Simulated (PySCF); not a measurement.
**CH5NSi: NMR shielding calculation**

CH5NSi, computed with GIAO wB97X-D/pcSseg-2 NMR shielding, non-relativistic, gas phase (PySCF 2.14.0).

The geometry comes from this level: PBE0-D3(BJ)/def2-SVP. Figures and captions count atoms from 1; the log counts them from 0 in places.

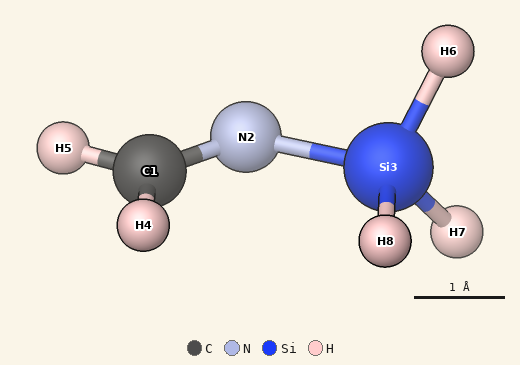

Figure 1. The input geometry (ball-and-stick view, seen at a tilt; atoms are numbered from 1 in the order of the input).

## Results in brief

```tsv
quantity	value
outcome	converged
total energy	−385.351621 hartree
HOMO	−9.14 eV
LUMO	0.83 eV
dipole moment	1.56 D
isotropic shielding, C	1.7 ppm
isotropic shielding, N	−159.0 ppm
isotropic shielding, Si	385.4 ppm
isotropic shielding, H	22.7 to 26.7 ppm
hardware	1 CPU thread, shared host
wall time	13 s
peak memory	0.88 GiB
```

## The input
```
{"job": {"kind": "nmr", "xc": "wB97X-D", "basis": "pcSseg-2", "pop": false}, "charge": 0, "multiplicity": 1}
C      1.531166    -0.063050     0.005319
N      0.472305    -0.406723     0.598448
Si    -1.153020    -0.009318     0.065794
H      1.565626     0.533945    -0.933169
H      2.519777    -0.352662     0.409615
H     -1.813718     0.773409     1.149028
H     -1.895416    -1.285127    -0.142021
H     -1.164719     0.789399    -1.207412
```

The first line tells a small driver script what to run in PySCF; the rest is the geometry in Å.

Launch command:
```bash
OMP_NUM_THREADS=1 python <driver script> task.json out
```

## The program's output
```
coarse grid: 6872 points
cycle   1  E = -385.2983464580  dE =  2.106e-02  |g| = 4.151e-01  |ddm| = 1.931e+00
cycle   2  E = -385.2799325505  dE =  1.841e-02  |g| = 5.424e-01  |ddm| = 5.628e-01
cycle   3  E = -385.3403918265  dE = -6.046e-02  |g| = 3.347e-02  |ddm| = 3.236e-01
cycle   4  E = -385.3407298513  dE = -3.380e-04  |g| = 1.681e-02  |ddm| = 4.546e-02
cycle   5  E = -385.3407952803  dE = -6.543e-05  |g| = 2.882e-03  |ddm| = 1.724e-02
cycle   6  E = -385.3407990952  dE = -3.815e-06  |g| = 1.220e-03  |ddm| = 5.668e-03
final grid: 60992 points
cycle   7  E = -385.3516132950  dE = -8.584e-05  |g| = 6.024e-03  |ddm| = 2.968e-02
cycle   8  E = -385.3516116521  dE =  1.643e-06  |g| = 6.854e-03  |ddm| = 8.026e-03
cycle   9  E = -385.3516207955  dE = -9.143e-06  |g| = 8.790e-04  |ddm| = 3.867e-03
cycle  10  E = -385.3516209424  dE = -1.469e-07  |g| = 2.904e-04  |ddm| = 7.208e-04
cycle  11  E = -385.3516209661  dE = -2.367e-08  |g| = 4.340e-05  |ddm| = 2.584e-04
cycle  12  E = -385.3516209668  dE = -6.961e-10  |g| = 1.290e-05  |ddm| = 7.871e-05
```

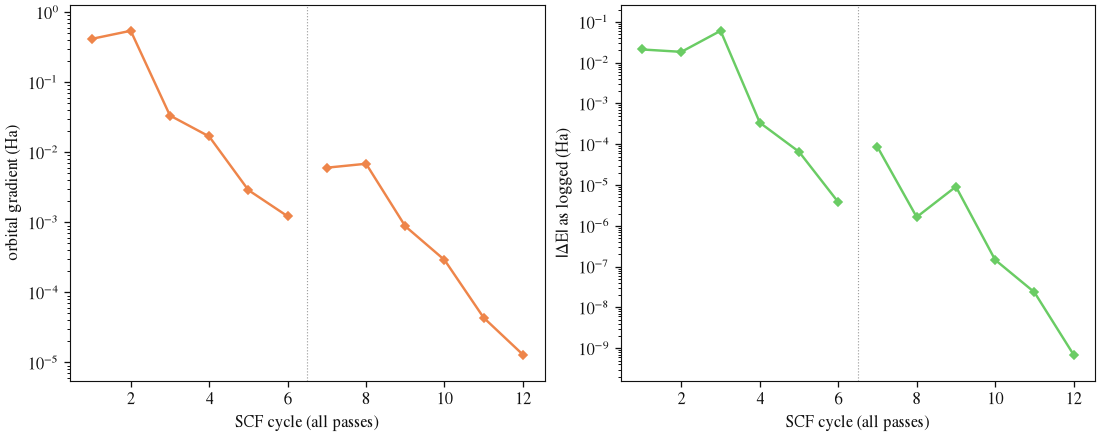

Figure 2. Convergence of the self-consistent field: orbital gradient and size of the energy change against the SCF cycle. The dotted line marks the change from a coarse to the final integration grid. The first 6 cycles use a coarse grid, the final grid takes over at cycle 7, and the field converges after 12 cycles in all.

```
converged SCF energy = -385.3516209668

GIAO shielding tensors (ppm)
atom      isotropic    diamagn.    paramagn.     s11        s22        s33       span
  0 C        1.687     250.329    -248.642   -102.223    -12.510    119.792    222.015
  1 N     -158.980     324.239    -483.218   -571.092   -194.522    288.674    859.765
  2 Si     385.446     877.716    -492.270    324.190    380.161    451.987    127.797
  3 H       22.671      30.551      -7.879     20.756     22.521     24.737      3.981
  4 H       22.739      28.371      -5.632     22.118     22.467     23.632      1.515
  5 H       26.408      28.729      -2.321     24.453     25.042     29.730      5.277
  6 H       26.399      28.721      -2.322     24.429     25.051     29.716      5.286
  7 H       26.732      29.449      -2.717     24.745     25.070     30.381      5.636
```

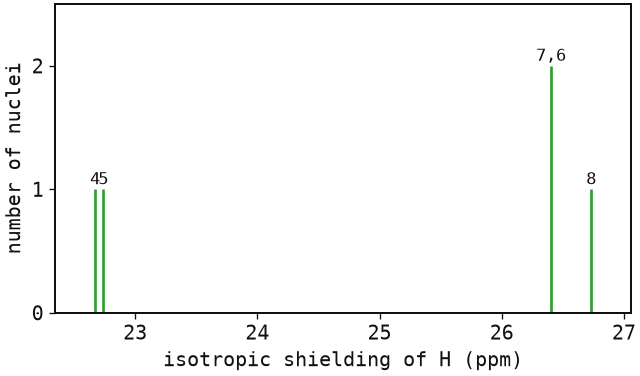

Figure 3. Isotropic shieldings of the hydrogen nuclei in this fixed geometry, labelled by atom number; shielding grows to the right, so chemical shift grows to the left. The least shielded is H4 (22.7 ppm), the most shielded H8 (26.7 ppm).
